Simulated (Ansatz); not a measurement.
Level of theory: PBE (plane waves to 420 eV, PAW; Ansatz, a program for electronic structure).

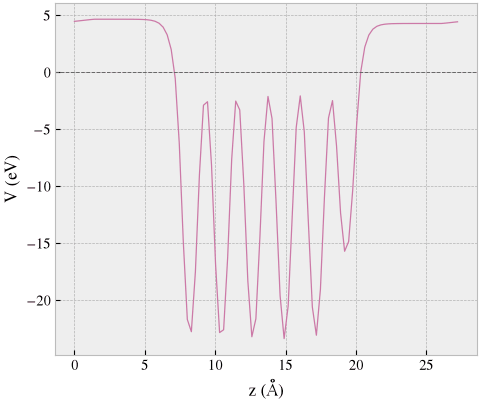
*Electrostatic potential energy of an electron, averaged over planes parallel to the surface, in eV from the Fermi level, for a constructed model of the (110) surface of bcc Mo, a cell of two sites (a+b, b-a) surface alloy, Ga on one Mo site of the top plane (bottom of the slab: a bare face, its two planes held)*

Slab: 12 atoms, 11.1 Å thick at the start with caps and adatoms (thin: gaps and levels are the slab's own); k 12x9x1, smearing 0.1 eV, dipole-corrected; 4 atoms held, the rest relaxed; start symmetry kept, larger cells not searched; no spin, no spin-orbit, no U. It is one candidate, not shown to be the stable structure of the face.

The vacuum level lies 4.28 eV above the Fermi level over the top face and 4.66 eV above it under the bottom face.
